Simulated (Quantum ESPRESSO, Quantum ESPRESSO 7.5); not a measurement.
# 1T-PtSe2, 1 layer: a series in biaxial strain

What law, if any, do the results for 1T-PtSe2, 1 layer follow against biaxial strain?

Method: plane-wave DFT, PBE, GBRV ultrasoft pseudopotentials, in Quantum ESPRESSO 7.5.

## 1. Set-up

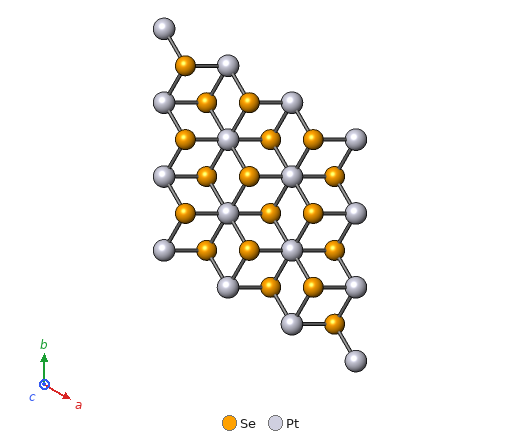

The starting structure, seen from above (selenium orange, platinum light grey). 3×3×1 cells are drawn. Some periodic images of atoms are drawn too.

The cell holds 3 atoms: 2 Se and 1 Pt. Cell: a = 3.750 Å, b = 3.750 Å, c = 17.268 Å, α = 90.0°, β = 90.0°, γ = 120.0°. It derives from PtSe2. Vacuum lies along c.

Set-up: Cell and atoms are first relaxed; each strained cell is then held and the atoms relax in it. A periodic run with 15 Å of vacuum in the starting cell gives the vacuum levels, and bands follow along a path.

Members -2, -1, 0, 1 and 2 took the same steps and show in the table alone.

## 2. Relaxing cell and ions of the reference

What the set-up leaves free in this member is relaxed.

ref.relax.in reads:

```
&control
  prefix = 'ref.relax'
  outdir = './out'
  pseudo_dir = './pseudo'
  nstep = 80
  forc_conv_thr = 0.0004
  calculation = 'vc-relax'
  etot_conv_thr = 1e-06
/
&system
  ibrav = 0
  nat = 3
  ntyp = 2
  ecutwfc = 50
  ecutrho = 250
  occupations = 'smearing'
  smearing = 'fd'
  degauss = 0.004
/
&electrons
  conv_thr = 1e-09
  mixing_beta = 0.4
  electron_maxstep = 120
  mixing_mode = 'plain'
/
&ions
/
&cell
  cell_dofree = '2Dxy'
  press_conv_thr = 0.3
/
ATOMIC_SPECIES
  Se  78.9710  se_pbe_v1.uspp.F.UPF
  Pt  195.0840  pt_pbe_v1.4.uspp.F.UPF
CELL_PARAMETERS angstrom
  3.75000000000000 0.00000000000000 0.00000000000000
  -1.87500000000000 3.24759526419164 0.00000000000000
  0.00000000000000 0.00000000000000 17.26771779549397
ATOMIC_POSITIONS crystal
  Se  0.666666666700 0.333333333300 0.434336493613
  Pt  0.000000000000 0.000000000000 0.500000000000
  Se  0.333333333300 0.666666666700 0.565663506387
K_POINTS automatic
  12 12 1 0 0 0
```

Command:

```console
OMP_NUM_THREADS=1 mpirun -n 4 pw.x -nk 4 -in ref.relax.in > ref.relax.out
```

What it wrote:

```text
Program PWSCF v.7.5 starts
[citation notice left out]

     Parallel version (MPI & OpenMP), running on       4 processor cores
     Number of MPI processes:                 4
     Threads/MPI process:                     1

     MPI processes distributed on     1 nodes
[...]
Current dimensions of program PWSCF are:
     Max number of different atomic species (ntypx) = 10
     Max number of k-points (npk) =  40000
     Max angular momentum in pseudopotentials (lmaxx) =  4
     Message from routine setup:
     using ibrav=0 with symmetry is DISCOURAGED, use correct ibrav instead

     K-points division:     npool     =       4
     Subspace diagonalization in iterative solution of the eigenvalue problem:
     a serial algorithm will be used

     G-vector sticks info
     --------------------
     sticks:   dense  smooth     PW     G-vecs:    dense   smooth      PW
     Sum         859     685    199                94659    67707   10813

     Using Slab Decomposition

     bravais-lattice index     =            0
     lattice parameter (alat)  =       7.0865  a.u.
     unit-cell volume          =    1419.1383 (a.u.)^3
     number of atoms/cell      =            3
     number of atomic types    =            2
     number of electrons       =        28.00
     number of Kohn-Sham states=           18
     kinetic-energy cutoff     =      50.0000  Ry
     charge density cutoff     =     250.0000  Ry
     scf convergence threshold =      1.0E-09
     mixing beta               =       0.4000
     number of iterations used =            8  plain     mixing
     energy convergence thresh.=      1.0E-06
     force convergence thresh. =      4.0E-04
     press convergence thresh. =      3.0E-01
     Exchange-correlation=  SLA  PW   PBX  PBC
                           (   1   4   3   4   0   0   0)
     nstep                     =           80

     celldm(1)=   7.086473  celldm(2)=   0.000000  celldm(3)=   0.000000
     celldm(4)=   0.000000  celldm(5)=   0.000000  celldm(6)=   0.000000

     crystal axes: (cart. coord. in units of alat)
               a(1) = (   1.000000   0.000000   0.000000 )
               a(2) = (  -0.500000   0.866025   0.000000 )
               a(3) = (   0.000000   0.000000   4.604725 )

     reciprocal axes: (cart. coord. in units 2 pi/alat)
               b(1) = (  1.000000  0.577350 -0.000000 )
               b(2) = (  0.000000  1.154701  0.000000 )
               b(3) = (  0.000000 -0.000000  0.217168 )

     PseudoPot. # 1 for Se read from file:
     ./pseudo/se_pbe_v1.uspp.F.UPF
     Pseudo is Ultrasoft + core correction, Zval =  6.0
     Generated by new atomic code, or converted to UPF format
     Using radial grid of  877 points,  6 beta functions with:
                l(1) =   0
                l(2) =   0
                l(3) =   1
                l(4) =   1
                l(5) =   2
                l(6) =   2
     Q(r) pseudized with  8 coefficients,  rinner =    1.300   1.300   1.300
                                                       1.300   1.300

     PseudoPot. # 2 for Pt read from file:
     ./pseudo/pt_pbe_v1.4.uspp.F.UPF
     Pseudo is Ultrasoft + core correction, Zval = 16.0
     Generated by new atomic code, or converted to UPF format
     Using radial grid of  985 points,  6 beta functions with:
                l(1) =   0
                l(2) =   0
                l(3) =   1
                l(4) =   1
                l(5) =   2
                l(6) =   2
     Q(r) pseudized with  8 coefficients,  rinner =    1.300   1.300   1.300
                                                       1.300   1.300

     atomic species   valence    mass     pseudopotential
     Se                6.00    78.97100     Se( 1.00)
     Pt               16.00   195.08400     Pt( 1.00)

     12 Sym. Ops., with inversion, found

   Cartesian axes

     site n.     atom                  positions (alat units)
         1        Se     tau(   1) = (   0.5000000   0.2886751   2.0000000  )
         2        Pt     tau(   2) = (   0.0000000   0.0000000   2.3023624  )
         3        Se     tau(   3) = (  -0.0000000   0.5773503   2.6047247  )

     number of k points=    19  Fermi-Dirac smearing, width (Ry)=  0.0040
                       cart. coord. in units 2pi/alat
        k(    1) = (   0.0000000   0.0000000   0.0000000), wk =   0.0138889
        k(    2) = (   0.0000000   0.0962250   0.0000000), wk =   0.0833333
        k(    3) = (   0.0000000   0.1924501   0.0000000), wk =   0.0833333
        k(    4) = (   0.0000000   0.2886751   0.0000000), wk =   0.0833333
        k(    5) = (   0.0000000   0.3849002   0.0000000), wk =   0.0833333
        k(    6) = (   0.0000000   0.4811252   0.0000000), wk =   0.0833333
        k(    7) = (   0.0000000  -0.5773503   0.0000000), wk =   0.0416667
        k(    8) = (   0.0833333   0.1443376   0.0000000), wk =   0.0833333
        k(    9) = (   0.0833333   0.2405626   0.0000000), wk =   0.1666667
        k(   10) = (   0.0833333   0.3367877   0.0000000), wk =   0.1666667
[...]
k(   19) = (   0.3333333   0.5773503   0.0000000), wk =   0.0277778

     Dense  grid:    94659 G-vectors     FFT dimensions: (  36,  36, 180)

     Smooth grid:    67707 G-vectors     FFT dimensions: (  32,  32, 150)

     Estimated max dynamical RAM per process >     157.20 MB

     Estimated total dynamical RAM >     559.48 MB

     Initial potential from superposition of free atoms

     starting charge      27.4998, renormalised to      28.0000

     negative rho (up, down):  1.842E-01 0.000E+00
     Starting wfcs are   20 randomized atomic wfcs

     total cpu time spent up to now is        3.3 secs

     per-process dynamical memory:    76.4 Mb

     Self-consistent Calculation

     iteration #  1     ecut=    50.00 Ry     beta= 0.40
     Davidson diagonalization with overlap
     ethr =  1.00E-02,  avg # of iterations =  5.5

     negative rho (up, down):  1.727E-01 0.000E+00

     total cpu time spent up to now is        5.1 secs

     total energy              =    -297.24452098 Ry
     estimated scf accuracy    <       1.94919529 Ry

     iteration #  2     ecut=    50.00 Ry     beta= 0.40
[...]
negative rho (up, down):  1.745E-01 0.000E+00

[...]
total energy              =    -297.80849415 Ry
     estimated scf accuracy    <       1.07511458 Ry

     iteration #  3     ecut=    50.00 Ry     beta= 0.40
[...]
negative rho (up, down):  1.722E-01 0.000E+00

[...]
NEW-OLD atomic charge density approx. for the potential
     New effective cutoffs (rho, wfc):  249.56   49.89

     negative rho (up, down):  1.710E-01 0.000E+00

     total cpu time spent up to now is       39.8 secs

     per-process dynamical memory:    81.9 Mb

     Self-consistent Calculation

     iteration #  1     ecut=    50.00 Ry     beta= 0.40
     Davidson diagonalization with overlap
     ethr =  1.00E-06,  avg # of iterations = 10.5

     negative rho (up, down):  1.709E-01 0.000E+00

     total cpu time spent up to now is       42.9 secs

     total energy              =    -297.98439879 Ry
     estimated scf accuracy    <       0.00040698 Ry

[...]
iteration #  8     ecut=    50.00 Ry     beta= 0.40
[...]
negative rho (up, down):  1.709E-01 0.000E+00

[...]
End of self-consistent calculation

[...]
the Fermi energy is    -0.5083 ev

!    total energy              =    -297.98446537 Ry
     estimated scf accuracy    <          8.2E-11 Ry
     smearing contrib. (-TS)   =      -0.00000017 Ry
     internal energy E=F+TS    =    -297.98446521 Ry

     The total energy is F=E-TS. E is the sum of the following terms:
     one-electron contribution =    -847.11170306 Ry
     hartree contribution      =     427.28093442 Ry
     xc contribution           =    -116.25362694 Ry
     ewald contribution        =     238.09993037 Ry

     convergence has been achieved in   8 iterations

     negative rho (up, down):  1.709E-01 0.000E+00

     Forces acting on atoms (cartesian axes, Ry/au):

     atom    1 type  1   force =    -0.00000000   -0.00000000   -0.02316968
     atom    2 type  2   force =     0.00000000    0.00000000    0.00000000
     atom    3 type  1   force =     0.00000000    0.00000000    0.02316968

     Total force =     0.032767     Total SCF correction =     0.000013

     Computing stress (Cartesian axis) and pressure

     negative rho (up, down):  1.709E-01 0.000E+00
          total   stress  (Ry/bohr**3)                   (kbar)     P=        5.30
   0.00001751  -0.00000000  -0.00000000            2.58       -0.00       -0.00
  -0.00000000   0.00001751  -0.00000000           -0.00        2.58       -0.00
  -0.00000000  -0.00000000   0.00007299           -0.00       -0.00       10.74

     Energy error            =      8.2E-03 Ry
     Gradient error          =      2.3E-02 Ry/Bohr
     Cell gradient error     =      2.6E+00 kbar

     number of scf cycles    =   3
     number of bfgs steps    =   2

     enthalpy           old  =    -297.9762324379 Ry
     enthalpy           new  =    -297.9844653742 Ry

     CASE: enthalpy          _new < enthalpy          _old

     new trust radius        =       0.0645165679 bohr
     new conv_thr            =       0.0000000006 Ry

     new unit-cell volume =   1460.85242 a.u.^3 (   216.47599 Ang^3 )
     density =      2.70798 g/cm^3

CELL_PARAMETERS (angstrom)
   3.804714591  -0.000000000   0.000000000
  -1.902357295   3.294979490   0.000000000
   0.000000000   0.000000000  17.267717795

ATOMIC_POSITIONS (crystal)
Se               0.6666666667        0.3333333333        0.4268973949
Pt               0.0000000000       -0.0000000000        0.5000000000
Se               0.3333333333        0.6666666667        0.5731026051

[...]
NEW-OLD atomic charge density approx. for the potential
     New effective cutoffs (rho, wfc):  249.51   49.88

     negative rho (up, down):  1.708E-01 0.000E+00

     total cpu time spent up to now is       56.8 secs

     per-process dynamical memory:    81.9 Mb

[...]
!    total energy              =    -297.98624253 Ry
[...]
Total force =     0.008182     Total SCF correction =     0.000016
[...]
number of bfgs steps    =   3
[...]
new trust radius        =       0.0169768196 bohr
[...]
!    total energy              =    -297.98646928 Ry
[...]
Total force =     0.003611     Total SCF correction =     0.000017
[...]
number of bfgs steps    =   4
[...]
new trust radius        =       0.0186745016 bohr
[...]
!    total energy              =    -297.98676581 Ry
[...]
Total force =     0.000018     Total SCF correction =     0.000011
[...]
number of bfgs steps    =   5
[...]
new trust radius        =       0.0280117524 bohr
[...]
!    total energy              =    -297.98716886 Ry
[...]
Total force =     0.003139     Total SCF correction =     0.000004
[...]
number of bfgs steps    =   6
[...]
new trust radius        =       0.0420176286 bohr
[...]
!    total energy              =    -297.98752780 Ry
[...]
Total force =     0.004371     Total SCF correction =     0.000009
[...]
number of bfgs steps    =   7
[...]
new trust radius        =       0.0283299362 bohr
[...]
!    total energy              =    -297.98763399 Ry
[...]
Total force =     0.002484     Total SCF correction =     0.000006
[...]
number of bfgs steps    =   8
[...]
new trust radius        =       0.0037547362 bohr
[...]
!    total energy              =    -297.98764572 Ry
[...]
Total force =     0.000836     Total SCF correction =     0.000005
[...]
number of bfgs steps    =   9
[...]
new trust radius        =       0.0030426996 bohr
[...]
!    total energy              =    -297.98764739 Ry
[...]
Total force =     0.000022     Total SCF correction =     0.000003
[...]
number of bfgs steps    =  10
[...]
new trust radius        =       0.0003284889 bohr
[...]
Self-consistent Calculation

     iteration #  1     ecut=    50.00 Ry     beta= 0.40
     Davidson diagonalization with overlap
     ethr =  1.00E-06,  avg # of iterations =  2.0

     Threshold (ethr) on eigenvalues was too large:
     Diagonalizing with lowered threshold

     Davidson diagonalization with overlap
     ethr =  3.80E-11,  avg # of iterations =  5.4

     negative rho (up, down):  1.719E-01 0.000E+00

     total cpu time spent up to now is      184.4 secs

     total energy              =    -297.98764741 Ry
     estimated scf accuracy    <          2.4E-09 Ry

[...]
iteration #  5     ecut=    50.00 Ry     beta= 0.40
[...]
negative rho (up, down):  1.719E-01 0.000E+00

[...]
End of self-consistent calculation

          k = 0.0000 0.0000 0.0000 (  8371 PWs)   bands (ev):

   -53.8359 -53.8359 -53.7658 -15.0691 -13.2922  -6.1608  -6.1608  -6.1220
    -3.9237  -3.9237  -2.3360  -1.7043  -1.1511  -1.1511   1.8070   1.8070
     3.3257   4.1167

          k = 0.0000 0.0963 0.0000 (  8397 PWs)   bands (ev):

   -53.8366 -53.8361 -53.7657 -14.9962 -13.2982  -6.1710  -6.1160  -6.0500
    -4.0266  -3.9784  -2.5905  -1.5755  -1.1888  -1.1490   1.3243   1.6969
     3.5672   4.2479

          k = 0.0000 0.1927 0.0000 (  8424 PWs)   bands (ev):

   -53.8386 -53.8366 -53.7654 -14.7869 -13.3161  -6.1779  -5.9964  -5.8495
    -4.4023  -4.0914  -3.0478  -1.3434  -1.2885  -1.2232   0.5109   1.4985
     4.0658   4.5247

          k = 0.0000 0.2890 0.0000 (  8462 PWs)   bands (ev):

   -53.8412 -53.8372 -53.7650 -14.4717 -13.3445  -6.1679  -5.8499  -5.6383
    -4.9401  -4.1476  -3.3062  -1.7148  -1.5036  -1.3362   0.2496   1.
[key lines of the parts left out:]
the Fermi energy is    -0.4144 ev
convergence has been achieved in   7 iterations
```

Wall time 3.7 min (4 MPI ranks of Intel Xeon Platinum 8559C (Emerald Rapids), shared host); peak memory 0.75 GiB; 15 min of CPU time.

Relaxation path:

| step | energy less that of the first step (eV) | largest force (eV/Å) | volume (Å³) |
| --- | --- | --- | --- |
| 1 | 0.0000 | 2.1821 | 210.29 |
| 2 | -0.2070 | 1.3640 | 213.03 |
| 3 | -0.3190 | 0.5957 | 215.46 |
| 4 | -0.3432 | 0.1488 | 216.48 |
| 5 | -0.3462 | 0.0656 | 216.18 |
| 6 | -0.3503 | 0.0003 | 215.37 |
| 7 | -0.3558 | 0.0571 | 213.80 |
| 8 | -0.3606 | 0.0795 | 211.44 |
| 9 | -0.3621 | 0.0452 | 209.85 |
| 10 | -0.3623 | 0.0152 | 209.72 |
| 11 | -0.3623 | 0.0004 | 209.78 |
| 12 | -0.3623 | 0.0000 | 209.80 |
| 13 | -0.3622 | 0.0000 | 209.80 |

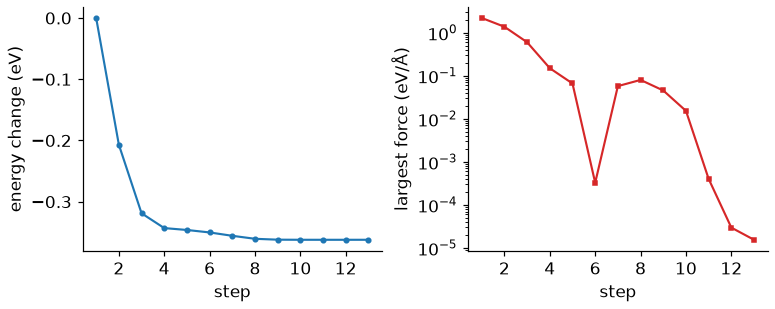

Energy and largest force along the relaxation.

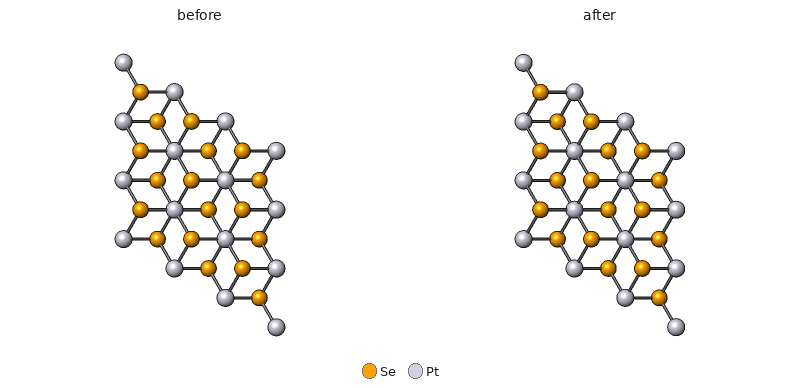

The structure before and after the relaxation, drawn at the same scale.

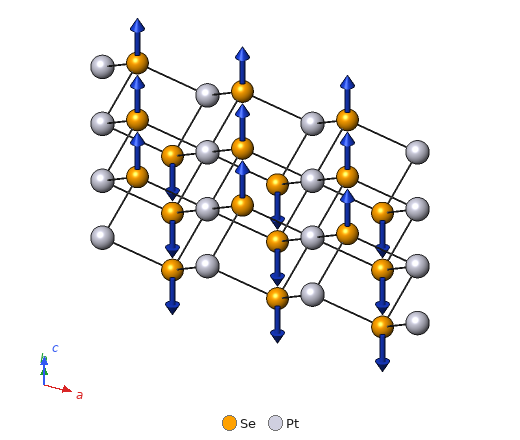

Displacements in the relaxation, exaggerated, measured against the changing cell; the longest in the cell stands for 0.17 Å. 3×3×1 cells are drawn. Some periodic images of atoms are drawn too.

| cell as run | before | after | change |
| --- | --- | --- | --- |
| a (Å) | 3.750 | 3.746 | -0.1 % |
| b (Å) | 3.750 | 3.746 | -0.1 % |

The atoms that moved most (Å, along periodic axes as changes of fractional coordinates times the final cell, across vacuum about the mean position):

| atom | dx | dy | dz | length |
| --- | --- | --- | --- | --- |
| Se1 | 0.000 | 0.000 | -0.174 | 0.174 |
| Se3 | 0.000 | 0.000 | 0.174 | 0.174 |

Final coordinates:

```cif
data_structure
_symmetry_space_group_name_H-M 'P 1'
_symmetry_Int_Tables_number 1
_cell_length_a 3.7455
_cell_length_b 3.7455
_cell_length_c 17.2677
_cell_angle_alpha 90.000
_cell_angle_beta 90.000
_cell_angle_gamma 120.000
_cell_volume 209.80
loop_
_atom_site_label
_atom_site_type_symbol
_atom_site_fract_x
_atom_site_fract_y
_atom_site_fract_z
_atom_site_occupancy
Se1 Se 0.66667 0.33333 0.42424 1
Pt2 Pt 0.00000 0.00000 0.50000 1
Se3 Se 0.33333 0.66667 0.57576 1
```

 The last row is no step: it is a fresh SCF in the final cell with a new plane-wave basis, +0 meV from the row before.

This step gave:

| Property | Result |
| --- | --- |
| free energy | -4054.3285 eV |
| Fermi energy | -0.4149 eV |

(Continued in part 2 of 7.)

[Logs are printed without paths, hosts, clocks, repeated set-up lines and the standing remarks that a program may print on its own settings, such as how far it seeks lower states.]

[Hosts, paths, dates, database ids (printed as entryN), source tags and the programs' standing remarks are cut or masked in the printed files.]

[Maps of the electrostatic potential energy from Ansatz leave out the sawtooth potential of an applied field or a dipole correction, so their vacuum need not be flat; planar profiles and work functions include it.]
